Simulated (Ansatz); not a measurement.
# Sn2Ir (Fm-3m): from the cell to its phonons, part 2 of 2

How does Sn2Ir (Fm-3m) vibrate, and is this structure a minimum?

Ansatz 0.2.0; DFT PBEsol, scalar-relativistic, plane waves, PAW; PAW set soft_1.

So far. Step 3 (Relaxing to small forces for the phonons): The forces vanish by symmetry and the pressure is 0.000 GPa, within the tolerances set. The cell now holds 21.30 Å³/atom. Step 4 (Linear response at the zone centre): Before it was imposed, the acoustic sum rule was missed by 9.3e-5 eV/Å². Small misses are needed for a sound result but don't prove that mesh and cutoff are converged. The lowest optical mode is real, 143 cm⁻¹. The relaxed cell has a = 6.346 Å (conventional setting).

## (5) Phonons on a q mesh

Stability and thermal properties need the whole zone. Linear response on a 4×4×4 q mesh gives force constants as far as a supercell of that size would.

input.yaml reads:

```yaml
crystal:
  lattice:
    - [0.0, 3.1730845962, 3.1730845962]
    - [3.1730845962, 0.0, 3.1730845962]
    - [3.1730845962, 3.1730845962, 0.0]
  atoms:
    - { symbol: Sn, position: [0.25, 0.25, 0.25] }
    - { symbol: Sn, position: [0.75, 0.75, 0.75] }
    - { symbol: Ir, position: [0.0, 0.0, 0.0] }
kpoints:
  mp_grid: { grid: [12, 12, 12] }
hamiltonian:
  xc: pbesol
  pseudopotentials: { kind: paw, azcp: { folder: soft_1 }, xc_functional: pbe }
scf:
  occupations: { method: methfessel_paxton, width: 0.2 }
output:
  eigenvalues: true
phonons:
  method: dfpt
  qmesh: [4, 4, 4]
  temperatures: { t_max: 1000, t_step: 50 }
  qpath:
    path:
      - [[0.0, 0.0, 0.0], [0.5, 0.0, 0.5], [0.625, 0.25, 0.625]]
      - [[0.375, 0.375, 0.75], [0.0, 0.0, 0.0], [0.5, 0.5, 0.5], [0.5, 0.25, 0.75], [0.5, 0.0, 0.5]]
    npoints: 10
```

Started as:

```bash
> ansatz run input.yaml --threads 4 --pin off --max-ram 10240MiB --backend cpu --events-out ev --progress --plain --runs-dir out
```

Numbers of over 12 decimals in the logs are rounded to 6 here.

The log of the run:

```text
[...]
Crystal: 3 atoms, lattice volume = 63.896 Å³
Basis set: ecut = 420 eV, 1243 PW (Γ), exchange–correlation on 60×60×60 points (8 copies of the dense FFT grid, shifted against one another)
Bands: 27, of which v1, the nominal top of the filled ones, is band 23 counted from 1 (22 counted from 0)
Symmetry: 48 space group operations
k-points: 72 of 1728
[...]
SCF iter   1: F=—  HF=-23701.427759 eV  |F-HF|=—  |Δ(HF+E_count)|=         —  Δρ=3.38e-2  dr2=1.42e0  ethr=3.10e-3  ⟨swp⟩=5.4  Hψ=8006  notcnv=0
[...]
SCF iter  11: F=-23701.020875 eV  HF=-23701.020875 eV  |F-HF|=0.00e0  |Δ(HF+E_count)|=  5.82e-11  S|Δr|=    0.00e0  Δρ=3.17e-8  dr2=4.95e-13  ethr=1.00e-12  ⟨swp⟩=7.6  Hψ=9207  notcnv=0
[...]
SCF 1 converged in 11 iterations: F = -23701.020875 eV  dr2 = 4.95e-13
[...]
phonons: the bands overlap, so this run is a metal and interpolates without the dipole-dipole term. If the crystal is really an insulator or semiconductor, its LO-TO splitting is missing
NSCF: frozen V_eff on 72 k-points
[...]
DFPT response loops at q = (0, 0, 0) (fractional): preconditioner auto → Kerker (q_TF=auto, 2.573 Å⁻¹) (partly filled bands, converged f_vac=0.036); β = 1.00, the filter's whole step (`scf.mixing.beta` (0.50) is not read by the response loops under this deck's `scf.mixing.preconditioner`; to damp them name `kerker` or `kerker_dos`, under which they read `scf.mixing.beta`, and type it under 1.00, their step now; both keys bind the ground state too); Broyden in place of MSR1
[...]
SCF converged after 11 iterations
[...]
Free energy (F): -23701.020875 eV
[...]
Internal energy: -23701.018155 eV  (E = F + TS)
E sigma→0 (E₀):  -23701.020195 eV
Entropy (-TS):   -0.002720 eV (-0.907 meV/atom)
Fermi energy:    14.603689 eV
[...]
--- Band table (eV; the first three rows and the last of 72) ---
  k-point 0: bands = [... 19 lower, 12.4956, 12.4956, 18.2198, 18.2198, 18.2198, 18.5488, 18.5488, 18.5488]
  k-point 1: bands = [... 19 lower, 12.4615, 12.7945, 16.8482, 17.6655, 17.6655, 18.6207, 18.7282, 18.7282]
  k-point 2: bands = [... 19 lower, 12.3833, 13.5564, 15.3342, 16.8906, 16.8906, 18.1871, 18.7717, 18.7717]
  k-point 71: bands = [... 19 lower, 12.1291, 12.1646, 12.6180, 13.8189, 18.0001, 18.0001, 20.0783, 20.4699]
--- Phonons (Γ-DFPT): 2 representative perturbations + reference (Σ response iterations 6) ---
  ASR residual: 9.263e-5 → 0.000e0 eV/Å²; symmetrization residual: 1.106e-5 eV/Å²
  ASR residual per site (eV/Å²): 5.97e-5 5.97e-5 9.26e-5
  Γ frequencies (cm⁻¹): 0.00 0.00 0.00 142.90 142.90 142.90 144.34 144.34 144.34
--- Phonons (arbitrary-q DFPT): 8 irreducible q on the 4×4×4 mesh ---
  q = [0.0000, 0.0000, 0.0000] (star 1, of the zone-centre solve; hermiticity 2.72e-6, symmetrization 6.03e-13): -0.00 -0.00 0.00 142.90 142.90 142.90 144.34 144.34 144.34
  q = [0.0000, 0.0000, 0.2500] (star 8, 2 solved perturbations on 936 of 1728 k-point pairs; hermiticity 1.59e-6, symmetrization 9.99e-13): 38.04 38.04 82.35 132.05 137.58 137.58 156.19 156.19 162.30
[...]
q = [0.0000, 0.2500, 0.2500] (star 6, 4 solved perturbations in 1608 linear systems a pass and spin channel, the states on 510 of 1728 k-point pairs; hermiticity 2.86e-6, symmetrization 8.62e-13): 48.84 48.84 87.46 123.23 123.23 127.67 161.00 167.79 167.79
[...]
sum rule: each row above includes the acoustic sum rule's correction from the zone centre's row sums; it moved no ω² by more than (0.37 cm⁻¹)²
  mesh force constants: q→R imaginary residual 4.12e-18; ASR residual 9.263e-5 → 0.000e0 eV/Å²; symmetrization residual 5.329e-15 eV/Å²
  interpolated dispersion: 62 rows × 9 modes
  density of states and harmonic sums: on the 20×20×20 q-mesh, interpolated from the force constants of a 4×4×4 supercell (no non-analytic term)
  largest difference from the sums on the solved wave vectors: F 1.57e-2 eV, S 1.97e-5 and C_V 4.01e-6 eV/K
  zero-point energy: 0.067653 eV/cell   skipped modes (ω ≤ 0): 3   left out of the sums: 4.17e-5 of the cell's modes: C_V's classical limit lies that fraction below 3 k_B per atom; for a crystal, a wire or a layer, F and S can be off by more, and a phonons.interpolated_qmesh denser along its periods is the remedy for the sampling
```

Elapsed: 7.3 min, on 4 threads of INTEL XEON PLATINUM 8581C at 2.10GHz (Emerald Rapids), shared host; peak memory 5.7 GiB.

This step gave:

```yaml
sum_rule_residual_before_enforcement: 9.26e-5 eV/Å²
lowest_frequency_on_the_path: 0 cm⁻¹
highest_frequency_on_the_path_or_at_a_solved_wavevector: 179.8 cm⁻¹
mean_frequency: 121.3 cm⁻¹
debye_temperature_second_moment: 237 K
logarithmic_mean_frequency: 112.9 cm⁻¹
lowest_mode_on_the_q_mesh_acoustic_modes_at_gamma_apart: 38.04 cm⁻¹
zero_point_energy_per_atom: 22.55 meV
heat_capacity_at_300_k: 24.18 J/(mol atoms K)
vibrational_entropy_at_300_k: 40.64 J/(mol atoms K)
```

Frequencies (cm⁻¹) solved at each irreducible wavevector; negative means imaginary. Frequencies by wavevector, by row:

```csv
q in reciprocal lattice units,star,mode 1,mode 2,mode 3,mode 4,mode 5,mode 6,mode 7,mode 8,mode 9
0 0 0,1,0,0,0,142.9,142.9,142.9,144.3,144.3,144.3
0 0 0.25,8,38,38,82.3,132.1,137.6,137.6,156.2,156.2,162.3
0 0 -0.5,4,57.4,57.4,126.3,134.4,134.4,146.4,156.1,156.3,156.3
0 0.25 0.25,6,48.8,48.8,87.5,123.2,123.2,127.7,161,167.8,167.8
0 0.25 -0.5,24,70.6,72.2,102.1,113.3,114.6,127.3,168.4,168.7,173.1
0 0.25 -0.25,12,58.5,65.3,104.5,107.7,128.4,149.1,150.7,158.9,174.5
0 -0.5 -0.5,3,84.8,91.4,91.4,97.3,97.3,108.2,171.3,176.2,176.2
0.25 -0.5 -0.25,6,84.7,89.3,93.4,96.3,96.3,147.9,147.9,179.6,179.8
```

Interpolated from a 4×4×4 q mesh. The phonon branches at the labelled points (cm⁻¹):

```csv
point,branch 1,branch 2,branch 3,branch 4,branch 5,branch 6,branch 7,branch 8,branch 9
Γ,0,0,0,143,143,143,144,144,144
X,85,91,91,97,97,108,171,176,176
U,79,86,93,101,108,125,171,171,178
jump to K,79,86,93,101,108,125,171,171,178
Γ,0,0,0,143,143,143,144,144,144
L,57,57,126,134,134,146,156,156,156
W,85,89,93,96,96,148,148,180,180
X,85,91,91,97,97,108,171,176,176
```

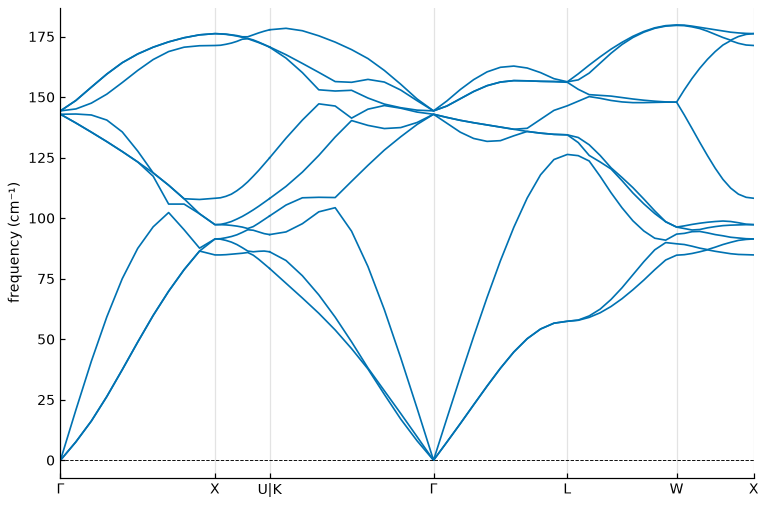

Phonon branches along the path.

The phonon density of states has structure finer than the step of the table below, so its rows give means over 10 cm⁻¹, whole bins alone (the curve runs from 1 to 181 cm⁻¹). Peaks (cm⁻¹: height): 59.0: 0.0549, 93.0: 0.0547, 109.0: 0.106, 143.0: 0.0737, 175.0: 0.132.

Tetrahedra on a 20×20×20 mesh, mean over bins of 2 cm-1. Interpolated from a 4×4×4 q mesh. Table of phonon density of states by wavenumber; means over each step:

```csv
wavenumber (cm⁻¹),phonon density of states (1/cm⁻¹/cell)
10,0.00110
20,0.00381
30,0.00781
40,0.0139
50,0.0257
60,0.0510
70,0.0495
80,0.0432
90,0.0408
100,0.0651
110,0.0916
120,0.0708
130,0.0614
140,0.0592
150,0.0549
160,0.0949
170,0.120
```

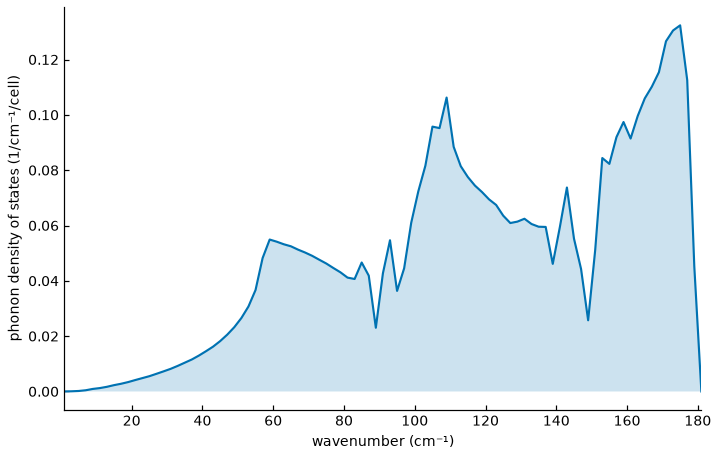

Phonon density of states, plotted against wavenumber.

Phonopy on the run's constants, 15x15x15 mesh, Gaussian sigma 2.0 cm-1. Interpolated from a 4×4×4 q mesh. Partial phonon density of states against wavenumber; read off at these points; values in 1/cm⁻¹/cell:

```csv
wavenumber (cm⁻¹),Ir,Sn
-10.0,0,0
0.0,7.8e-5,9.8e-5
10.0,7.3e-4,8.8e-4
20.0,0.00191,0.00215
30.0,0.00353,0.00364
40.0,0.00666,0.00608
50.0,0.0129,0.00973
60.0,0.0337,0.0211
70.0,0.0295,0.0172
80.0,0.0262,0.0160
90.0,0.0140,0.0267
100.0,0.0253,0.0390
107.3,0.0519,0.0474
110.0,0.0466,0.0487
120.0,0.0225,0.0495
130.0,0.0112,0.0528
140.0,0.00844,0.0471
150.0,0.0128,0.0403
157.6,0.0215,0.0680
160.0,0.0210,0.0739
170.0,0.0177,0.102
173.0,0.0163,0.112
180.0,0.00357,0.0316
190.0,0,0
```

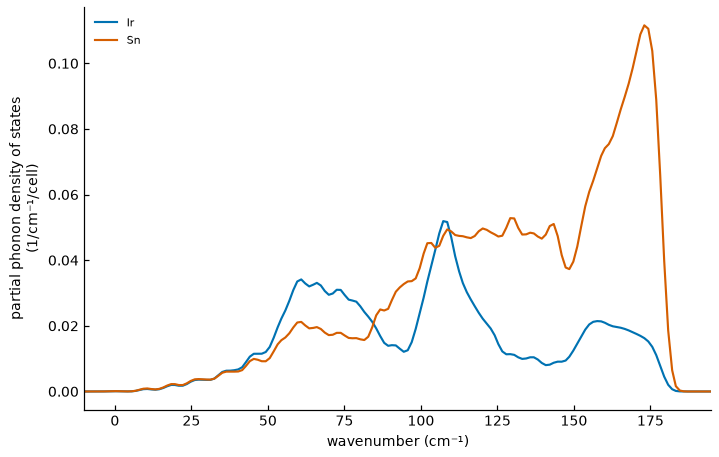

Partial phonon density of states, plotted against wavenumber.

Harmonic thermodynamic functions per atom, from the density of states. Interpolated from a 4×4×4 q mesh. Thermodynamic functions, by row:

```csv
T (K),F_vib (meV/atom),S (J/mol-atom/K),C_V (J/mol-atom/K)
0,22.55,0,0
50,21.67,5.488,10.57
100,16.04,16.02,19.22
200,-8.97,31,23.28
300,-46.4,40.64,24.18
400,-92.32,47.65,24.51
500,-144.7,53.14,24.66
600,-202.1,57.64,24.75
700,-263.9,61.46,24.8
800,-329.4,64.77,24.83
900,-398,67.7,24.86
1000,-469.6,70.32,24.87
```

Harmonic mean-square displacement, third of the trace. Interpolated from a 4×4×4 q mesh. Mean square displacements, by row:

```csv
T (K),Sn1 U_eq (Å²),Sn2 U_eq (Å²),Ir3 U_eq (Å²)
0,0.00126,0.00126,0.00103
100,0.00244,0.00244,0.00245
300,0.00648,0.00648,0.00681
600,0.0128,0.0128,0.01352
```

Symmetry leaves 8 wavevectors to solve. The lowest mode among them, the acoustic zeros apart, lies at q = (0, 0, 0.25) and is real, 38.0 cm⁻¹.

## (6) Another isotope

An isotope changes the mass and not the force constants, so no new electronic calculation is needed; the shifts show which modes move this element.

The same force constants with the mass of Sn changed from 118.710 to 123.905 u (phonopy, no LO-TO term). Both lists are sorted by frequency; levels can cross, so a row need not hold one and the same mode. Modes under 3 cm⁻¹ are left out. Isotope shifts, by row:

```csv
q,rank,natural mass (cm⁻¹),changed mass (cm⁻¹)
0 0 0,4,142.9,139.9
0 0 0,5,142.9,139.9
0 0 0,6,142.9,139.9
0 0 0,7,144.3,143
0 0 0,8,144.3,143
0 0 0,9,144.3,143
0 0 0.25,1,38.04,37.67
0 0 0.25,2,38.04,37.67
0 0 0.25,3,82.35,81.66
0 0 0.25,4,132.1,129.6
0 0 0.25,5,137.6,135.3
0 0 0.25,6,137.6,135.3
0 0 0.25,7,156.2,153.7
0 0 0.25,8,156.2,153.7
0 0 0.25,9,162.3,159.8
0 0 -0.5,1,57.36,56.94
0 0 -0.5,2,57.36,56.94
0 0 -0.5,3,126.3,126
0 0 -0.5,4,134.4,131.6
0 0 -0.5,5,134.4,131.6
0 0 -0.5,6,146.4,143.6
0 0 -0.5,7,156.1,152.8
0 0 -0.5,8,156.3,154.1
0 0 -0.5,9,156.3,154.1
0 0.25 0.25,1,48.84,48.3
0 0.25 0.25,2,48.84,48.3
0 0.25 0.25,3,87.46,86.99
0 0.25 0.25,4,123.2,121.4
0 0.25 0.25,5,123.2,121.4
0 0.25 0.25,6,127.7,125
0 0.25 0.25,7,161,158.4
0 0.25 0.25,8,167.8,165
0 0.25 0.25,9,167.8,165
```

A mode of this element alone would shift by -2.12 %. The highest zone-centre frequency without the field goes from 144.3 to 143.0 cm⁻¹ (-0.9 %). The product of the frequency ratios over all optical modes at Γ is 0.911; the product rule, (m/m′)^(3k/2) (M′/M)^(3/2) with k = 2 such atoms and M the mass of the cell, gives 0.912.

## (7) Outcome

```json
{
 "space group after relaxation (within 0.01 Å)": "Fm-3m",
 "volume per atom": "21.3 Å³",
 "electronic character": "no gap on this mesh",
 "highest optical mode at the zone centre (no LO-TO term)": "144 cm⁻¹",
 "lowest optical zone-centre mode": "143 cm⁻¹",
 "lowest mode on the q mesh (acoustic modes at Γ apart)": "38.0 cm⁻¹",
 "highest frequency on the path or at a solved wavevector": "180 cm⁻¹",
 "zero-point energy per atom": "22.6 meV",
 "heat capacity at 300 K": "24.2 J/(mol atoms K)",
 "vibrational entropy at 300 K": "40.6 J/(mol atoms K)",
 "Debye temperature (second moment)": "237 K",
 "imaginary modes on the 4×4×4 q mesh": "none"
}
```

What this shows: The structure is a minimum as far as tested: no mode is imaginary at the 8 irreducible wavevectors of the 4×4×4 mesh, and the softest away from the acoustic zeros lies at 38 cm⁻¹. The optical modes at Γ span 143 to 144 cm⁻¹. With no gap, or one that is small against the smearing, the frequencies hang on the k mesh and the smearing, most of all near Kohn anomalies. The phonon runs are without spin polarisation, although the cell has an odd electron count. Spin-orbit coupling is left out, which can matter for the heavy elements here. The PAW files were made for PBE and serve the other functionals too. These are harmonic frequencies at zero temperature: anharmonic shifts, linewidths and thermal expansion are left out.

[Logs are printed without paths, hosts, clocks, repeated set-up lines and the standing remarks that a program may print on its own settings, such as how far it seeks lower states.]

[Hosts, paths, dates, database ids (printed as entryN), source tags and the programs' standing remarks are cut or masked in the printed files.]
